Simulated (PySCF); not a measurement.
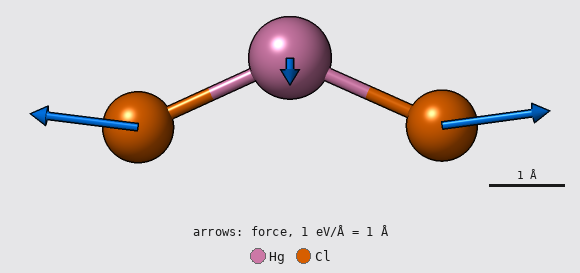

Starting geometry of HgCl2 with the computed forces as blue arrows. Style: ball-and-stick. Shown face on.

All numbers below come from PySCF, RKS PBE0, Hg def2-SVP with ECP60, Cl def2-SVP; non-relativistic Hamiltonian with scalar-relativistic core potentials; density fitting. Settings: symmetry kept (C2v).

Question: What follows when this structure is relaxed?

Answer: It isn't relaxed: the largest force vector, on Cl atoms, is 1.49 eV/Å. The final displacements follow the starting forces only in part (cosine between the two patterns 0.59). The atom that moves furthest after the best rigid fit is the Hg atom (0.61 Å). Largest moves by element: Hg 0.61 Å, Cl 0.38 Å. Among the contacts that change: Cl–Hg 2.251 → 2.282 Å. Among the angles between lasting bonds that change: Cl–Hg–Cl 131.8° → 180.0°. The energy falls by 0.827 eV in 7 geometry steps. Largest force component: 1.5 eV/Å at the start, under 0.0001 eV/Å at the end. Cost: 8.6 s on 2 threads of Arm Neoverse V1 (shared host), peak memory 0.39 GiB.
